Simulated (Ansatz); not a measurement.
Nudged elastic band of TiSiNH₇ClO₂F (part 1 of 2)

The run: nudged elastic band of TiSiNH₇ClO₂F. Method and program: RKS PBE/def2-SVP (Ansatz 0.2.0).

It belongs to a series of runs on one base structure; here: band between the two ends. Figures and captions count atoms from 1; the log counts them from 0 in places.

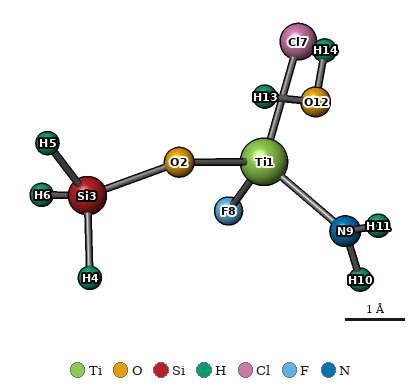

The input geometry (ball-and-stick view, seen at a tilt; atoms are numbered from 1 in the order of the input). Sticks mark near contacts.

Results in brief:

```tsv
quantity	value
outcome	converged
barrier, forward	0.667 eV
barrier, backward	0.298 eV
hardware	4 threads of Arm Neoverse V2, 24 GiB of memory available, shared host
wall time	5.8 min (CPU time 22 min)
peak memory	0.27 GiB
```

The order of the saddle point was not checked.

Input:
```yaml
crystal:
  periodic: [false, false, false]
  atoms:
    - { symbol: Ti, position_ang: [-0.187083, -0.328306, 0.231118] }
    - { symbol: O, position_ang: [-0.534429, -0.669795, 1.997744] }
    - { symbol: Si, position_ang: [-1.500771, -0.284561, 3.320581] }
    - { symbol: H, position_ang: [-2.805173, -1.030514, 3.237952] }
    - { symbol: H, position_ang: [-0.778967, -0.697245, 4.575141] }
    - { symbol: H, position_ang: [-1.773577, 1.193963, 3.368229] }
    - { symbol: Cl, position_ang: [1.895868, 0.506926, -0.218461] }
    - { symbol: F, position_ang: [-1.2342, 1.032368, -0.118052] }
    - { symbol: "N", position_ang: [-0.913985, -1.519813, -1.007633] }
    - { symbol: H, position_ang: [-1.66453, -1.297947, -1.67002] }
    - { symbol: H, position_ang: [-0.622662, -2.501051, -1.057524] }
    - { symbol: O, position_ang: [1.140015, -2.236722, 0.636692] }
    - { symbol: H, position_ang: [1.010217, -2.225499, 1.608311] }
    - { symbol: H, position_ang: [2.002375, -1.785903, 0.496724] }
basis:
  gaussian: { orbitals: def2-SVP }
hamiltonian:
  xc: pbe
neb:
  order_check: false
  images: 5
  f_tol: 0.05
  max_iterations: 60
  final_atoms:
    - { symbol: Ti, position_ang: [-0.14521986, -0.84068514, 0.11388653] }
    - { symbol: O, position_ang: [0.1562302, -0.44798033, 2.43393594] }
    - { symbol: Si, position_ang: [-1.11171762, -0.00758404, 3.49411035] }
    - { symbol: H, position_ang: [-2.22322754, -1.01832096, 3.48542782] }
    - { symbol: H, position_ang: [-0.555853, 0.08045922, 4.8893641] }
    - { symbol: H, position_ang: [-1.57803361, 1.33671992, 3.04002426] }
    - { symbol: Cl, position_ang: [1.44182734, 0.69010154, -0.26600761] }
    - { symbol: F, position_ang: [-1.81206875, -0.41301036, 0.5799337] }
    - { symbol: "N", position_ang: [-0.52349124, -1.36213552, -1.64289646] }
    - { symbol: H, position_ang: [-1.47439778, -1.52788731, -1.99251742] }
    - { symbol: H, position_ang: [0.15527041, -1.41120666, -2.41109872] }
    - { symbol: O, position_ang: [0.52148748, -2.3929233, 0.85047408] }
    - { symbol: H, position_ang: [0.65152693, -3.17753096, 0.28871741] }
    - { symbol: H, position_ang: [0.53076505, -1.35211511, 2.53744802] }
  initial_path:
    images:
      - { positions_ang: [[-0.187083, -0.328306, 0.231118], [-0.534429, -0.669795, 1.997744], [-1.500771, -0.284561, 3.320581], [-2.805173, -1.030514, 3.237952], [-0.778967, -0.697245, 4.575141], [-1.773577, 1.193963, 3.368229], [1.895868, 0.506926, -0.218461], [-1.2342, 1.032368, -0.118052], [-0.913985, -1.519813, -1.007633], [-1.66453, -1.297947, -1.67002], [-0.622662, -2.501051, -1.057524], [1.140015, -2.236722, 0.636692], [1.010217, -2.225499, 1.608311], [2.002375, -1.785903, 0.496724]] }
      - { positions_ang: [[-0.12340979, -0.22224665, 0.15201449], [-0.36224032, -0.44068141, 2.0863407], [-1.44669594, -0.31896268, 3.28688982], [-2.61976457, -1.09964113, 2.9779136], [-0.81264339, -0.83357236, 4.51839821], [-1.86108488, 1.07201938, 3.45473089], [2.0126602, 0.33726189, -0.40365722], [-1.11069528, 1.17783388, -0.29271149], [-0.92485581, -1.58220554, -0.8986605], [-1.60406965, -1.63836815, -1.11395427], [-0.71489799, -2.32351271, -1.27394874], [1.14985714, -2.07506153, 0.6665685], [0.87697196, -2.34672076, 1.28775805], [1.57396631, -1.55024123, 0.95311994]] }
      - { positions_ang: [[-0.05973659, -0.1161873, 0.07291098], [-0.19005163, -0.21156782, 2.1749374], [-1.39262088, -0.35336435, 3.25319863], [-2.43435614, -1.16876825, 2.71787521], [-0.84631978, -0.96989972, 4.46165541], [-1.94859276, 0.95007576, 3.54123278], [2.1294524, 0.16759777, -0.58885343], [-0.98719056, 1.32329976, -0.46737097], [-0.93572662, -1.64459807, -0.78968799], [-1.5436093, -1.9787893, -0.55788853], [-0.80713398, -2.14597441, -1.49037348], [1.15969928, -1.91340106, 0.696445], [0.74372692, -2.46794253, 0.9672051], [1.14555763, -1.31457947, 1.40951589]] }
      - { positions_ang: [[0.00393662, -0.01012795, -0.00619253], [-0.01786295, 0.01754577, 2.2635341], [-1.33854581, -0.38776603, 3.21950745], [-2.24894771, -1.23789538, 2.45783681], [-0.87999617, -1.10622708, 4.40491262], [-2.03610064, 0.82813213, 3.62773467], [2.24624461, -0.00206634, -0.77404965], [-0.86368584, 1.46876564, -0.64203046], [-0.94659743, -1.70699061, -0.68071549], [-1.48314895, -2.31921045, -0.0018228], [-0.89936997, -1.96843612, -1.70679822], [1.16954141, -1.7517406, 0.7263215], [0.61048188, -2.58916429, 0.64665216], [0.71714894, -1.0789177, 1.86591183]] }
      - { positions_ang: [[-0.04578221, -0.28698034, 0.03383383], [0.0401681, -0.13762959, 2.32033471], [-1.26293642, -0.2610387, 3.31104175], [-2.24037432, -1.16470391, 2.80036715], [-0.77194845, -0.71066498, 4.56639645], [-1.88341163, 0.99766139, 3.4318312], [1.97810552, 0.22865629, -0.6047023], [-1.17981348, 0.84150698, -0.23470907], [-0.80556203, -1.59203891, -1.00144248], [-1.48023189, -2.05543607, -0.66538767], [-0.54782317, -1.78269297, -1.94156505], [0.95352343, -1.96546816, 0.76770569], [0.62416356, -2.78528651, 0.52734058], [0.65502098, -1.16998351, 2.08975723]] }
      - { positions_ang: [[-0.09550103, -0.56383274, 0.07386018], [0.09819915, -0.29280496, 2.37713532], [-1.18732702, -0.13431137, 3.40257605], [-2.23180093, -1.09151243, 3.14289749], [-0.66390072, -0.31510288, 4.72788027], [-1.73072262, 1.16719066, 3.23592773], [1.70996643, 0.45937891, -0.43535495], [-1.49594112, 0.21424831, 0.17261232], [-0.66452664, -1.47708722, -1.32216947], [-1.47731484, -1.79166169, -1.32895255], [-0.19627638, -1.59694982, -2.17633189], [0.73750546, -2.17919573, 0.80908989], [0.63784525, -2.98140873, 0.408029], [0.59289302, -1.26104931, 2.31360262]] }
      - { positions_ang: [[-0.14521986, -0.84068514, 0.11388653], [0.1562302, -0.44798033, 2.43393594], [-1.11171762, -0.00758404, 3.49411035], [-2.22322754, -1.01832096, 3.48542782], [-0.555853, 0.08045922, 4.8893641], [-1.57803361, 1.33671992, 3.04002426], [1.44182734, 0.69010154, -0.26600761], [-1.81206875, -0.41301036, 0.5799337], [-0.52349124, -1.36213552, -1.64289646], [-1.47439778, -1.52788731, -1.99251742], [0.15527041, -1.41120666, -2.41109872], [0.52148748, -2.3929233, 0.85047408], [0.65152693, -3.17753096, 0.28871741], [0.53076505, -1.35211511, 2.53744802]] }
```

Launched with:
```bash
ansatz run input.yaml --threads 4 --pin off --max-ram 5120MiB --backend cpu --events-out ev --progress --plain --runs-dir out
```

Output:
```
Engine: ansatz 0.2.0, aarch64-unknown-linux-gnu
Functional definition: PBE
  parameter kappa = 0.804
  parameter beta = 0.06672455060314922
  exchange = pbe_x(kappa = kappa, mu = beta*pi^2/3)
  correlation = pbe_c(beta = beta)
1783 factors; their error is unknown
mean field evaluation 1: about -51878.7172 eV, gradient 1.0e2 eV
mean field evaluation 2: about -51405.8276 eV, gradient 4.5e2 eV
mean field evaluation 4: about -51877.9934 eV, gradient 1.1e2 eV
mean field evaluation 8: about -51898.7116 eV, gradient 3.1e-1 eV
mean field -51898.71223477 eV, -1907.2424964171 hartree, gradient 1.4e-5 eV, S^2 0.000000; 0 other end points of the search recorded, 0 dependent functions left out
the calculation of the forces begins
reference -51898.71233225 eV, -1907.2424999997 hartree; 46, 46 occupied and 112, 112 virtual orbitals, 1783 factors
1783 factors; their error is unknown
mean field evaluation 16: about -51877.5849 eV, gradient 9.5e1 eV
mean field -51898.34369794 eV, -1907.2289529383 hartree, gradient 2.1e-5 eV, S^2 0.000000; 0 other end points of the search recorded, 0 dependent functions left out
[... from here on the field's lines of each further geometry are left out, up to the last ...]
NEB iter   1: max|band force component| = 3.845e1 eV/Å  barrier→ = 11.9544 eV  barrier← = 11.5858 eV  Δτ_max = 0.2000 Å  (412 SCF iters)
NEB iter   2: max|band force component| = 3.587e0 eV/Å  barrier→ = 1.6738 eV  barrier← = 1.3053 eV  Δτ_max = 0.2000 Å  (196 SCF iters)
NEB iter   3: max|band force component| = 1.659e0 eV/Å  barrier→ = 1.1787 eV  barrier← = 0.8102 eV  Δτ_max = 0.1992 Å  (190 SCF iters)
NEB iter   4: max|band force component| = 1.136e0 eV/Å  barrier→ = 0.9118 eV  barrier← = 0.5432 eV  Δτ_max = 0.2000 Å  (185 SCF iters)
NEB iter   5: max|band force component| = 8.966e-1 eV/Å  barrier→ = 0.8494 eV  barrier← = 0.4809 eV  Δτ_max = 0.1961 Å  (179 SCF iters)
NEB iter   6: max|band force component| = 5.404e-1 eV/Å  barrier→ = 0.7872 eV  barrier← = 0.4186 eV  Δτ_max = 0.2000 Å  (180 SCF iters)
NEB iter   7: max|band force component| = 5.490e-1 eV/Å  barrier→ = 0.7398 eV  barrier← = 0.3713 eV  Δτ_max = 0.1945 Å  (185 SCF iters)
NEB iter   8: max|band force component| = 5.331e-1 eV/Å  barrier→ = 0.7013 eV  barrier← = 0.3327 eV  Δτ_max = 0.1993 Å  (176 SCF iters)
NEB iter   9: max|band force component| = 6.064e-1 eV/Å  barrier→ = 0.6707 eV  barrier← = 0.3022 eV  Δτ_max = 0.1006 Å  (186 SCF iters)
NEB iter  10: max|band force component| = 5.772e-1 eV/Å  barrier→ = 0.6451 eV  barrier← = 0.2766 eV  Δτ_max = 0.2000 Å  (165 SCF iters)
NEB iter  11: max|band force component| = 7.430e-1 eV/Å  barrier→ = 0.6260 eV  barrier← = 0.2575 eV  Δτ_max = 0.1004 Å  (190 SCF iters)
NEB iter  12: max|band force component| = 3.244e-1 eV/Å  barrier→ = 0.5953 eV  barrier← = 0.2268 eV  CI = image 4  Δτ_max = 0.2000 Å  (167 SCF iters)
NEB iter  13: max|band force component| = 7.633e-1 eV/Å  barrier→ = 0.6422 eV  barrier← = 0.2737 eV  CI = image 4  Δτ_max = 0.1027 Å  (191 SCF iters)
NEB iter  14: max|band force component| = 3.888e-1 eV/Å  barrier→ = 0.6788 eV  barrier← = 0.3103 eV  CI = image 4  Δτ_max = 0.2000 Å  (165 SCF iters)
NEB iter  15: max|band force component| = 3.859e-1 eV/Å  barrier→ = 0.7069 eV  barrier← = 0.3383 eV  CI = image 4  Δτ_max = 0.1007 Å  (182 SCF iters)
NEB iter  16: max|band force component| = 2.393e-1 eV/Å  barrier→ = 0.7008 eV  barrier← = 0.3323 eV  CI = image 4  Δτ_max = 0.1007 Å  (166 SCF iters)
NEB iter  17: max|band force component| = 1.938e-1 eV/Å  barrier→ = 0.6935 eV  barrier← = 0.3250 eV  CI = image 4  Δτ_max = 0.1001 Å  (165 SCF iters)
NEB iter  18: max|band force component| = 2.582e-1 eV/Å  barrier→ = 0.6875 eV  barrier← = 0.3189 eV  CI = image 4  Δτ_max = 0.0501 Å  (169 SCF iters)
NEB iter  19: max|band force component| = 1.804e-1 eV/Å  barrier→ = 0.6847 eV  barrier← = 0.3162 eV  CI = image 4  Δτ_max = 0.0501 Å  (167 SCF iters)
NEB iter  20: max|band force component| = 8.048e-2 eV/Å  barrier→ = 0.6810 eV  barrier← = 0.3124 eV  CI = image 4  Δτ_max = 0.0992 Å  (168 SCF iters)
NEB iter  21: max|band force component| = 9.111e-2 eV/Å  barrier→ = 0.6770 eV  barrier← = 0.3084 eV  CI = image 4  Δτ_max = 0.0502 Å  (168 SCF iters)
NEB iter  22: max|band force component| = 1.011e-1 eV/Å  barrier→ = 0.6741 eV  barrier← = 0.3056 eV  CI = image 4  Δτ_max = 0.0251 Å  (166 SCF iters)
NEB iter  23: max|band force component| = 5.708e-2 eV/Å  barrier→ = 0.6728 eV  barrier← = 0.3042 eV  CI = image 4  Δτ_max = 0.0502 Å  (166 SCF iters)
NEB iter  24: max|band force component| = 6.907e-2 eV/Å  barrier→ = 0.6708 eV  barrier← = 0.3023 eV  CI = image 4  Δτ_max = 0.0250 Å  (167 SCF iters)
NEB iter  25: max|band force component| = 2.800e-2 eV/Å  barrier→ = 0.6699 eV  barrier← = 0.3014 eV  CI = image 4  Δτ_max = 0.0437 Å  (169 SCF iters)
NEB iter  26: max|band force component| = 8.771e-2 eV/Å  barrier→ = 0.6687 eV  barrier← = 0.3002 eV  CI = image 4  Δτ_max = 0.0502 Å  (33 SCF iters)
NEB iter  27: max|band force component| = 4.301e-2 eV/Å  barrier→ = 0.6681 eV  barrier← = 0.2995 eV  CI = image 4  Δτ_max = 0.0501 Å  (262 SCF iters)
NEB iter  28: max|band force component| = 9.995e-2 eV/Å  barrier→ = 0.6676 eV  barrier← = 0.2991 eV  CI = image 4  Δτ_max = 0.0501 Å  (34 SCF iters)
NEB iter  29: max|band force component| = 1.040e-1 eV/Å  barrier→ = 0.6674 eV  barrier← = 0.2989 eV  CI = image 4  Δτ_max = 0.0500 Å  (169 SCF iters)
NEB iter  30: max|band force component| = 1.185e-1 eV/Å  barrier→ = 0.6671 eV  barrier← = 0.2986 eV  CI = image 4  Δτ_max = 0.0250 Å  (168 SCF iters)
the calculation of the forces begins
reference -51898.29135953 eV, -1907.2270295374 hartree; 46, 46 occupied and 112, 112 virtual orbitals, 1783 factors
1783 factors; their error is unknown
mean field -51898.04515491 eV, -1907.2179816845 hartree, gradient 2.4e-5 eV, S^2 0.000000; 1 other end points of the search recorded, 0 dependent functions left out
the calculation of the forces begins
reference -51898.04525473 eV, -1907.2179853529 hartree; 46, 46 occupied and 112, 112 virtual orbitals, 1783 factors
NEB iter  31: max|band force component| = 4.826e-2 eV/Å  barrier→ = 0.6671 eV  barrier← = 0.2985 eV  CI = image 4  Δτ_max = 0.0000 Å  (278 SCF iters)
```
